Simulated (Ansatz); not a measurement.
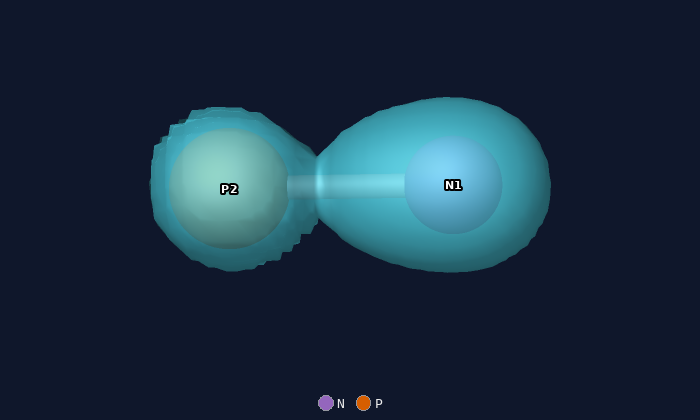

The picture shows: PN. Isosurface of the electron density at 1.5 e/Å³ (cyan), seen from one side.

Geometry: PBE0-D4/def2-TZVP.

Level of theory: Ansatz, RKS PBE0-D4/def2-TZVPP.

> Which contacts does the surface bridge?

At this value the surface is in one piece. It bridges the sampled P–N (1.48 Å) contact, where the density stays above the isovalue. On the grid the lowest density along these lines, outside the cores, is 1.8 e/Å³ (P–N, 1.48 Å).
